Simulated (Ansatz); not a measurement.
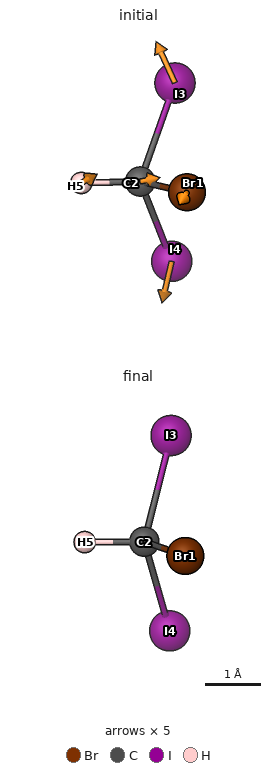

The structure of CHBrI₂ (coarse preliminary run) before (top) and after (bottom) a relaxation, at one scale. The orange arrows give the displacements, 5 times their true length.

A ball-and-stick model, seen from a free direction.

The start comes from a force field.

Method: RKS PBE-D4/def2-SVP (Ansatz). Settings: force threshold 0.03 eV/Å; at most 200 steps.

What changed between the two?

The energy falls by 0.382 eV in 4 geometry steps. The largest force component goes from 1.9 to 0.017 eV/Å. The largest move after the best rigid fit is that of I3, 0.17 Å. By element the largest moves are I 0.17 Å, Br 0.09 Å, C 0.08 Å, H 0.08 Å. Some distances before and after: I3–I4 3.313 → 3.625 Å, C2–I4 2.039 → 2.178 Å, C2–I3 2.074 → 2.178 Å, C2–H5 1.095 → 1.101 Å. Among the angles between lasting bonds that change: I3–C2–H5 112.6° → 105.5°, I4–C2–H5 111.2° → 105.5°, Br1–C2–I3 106.9° → 112.5°. The run took about 40 core-seconds on a shared host.
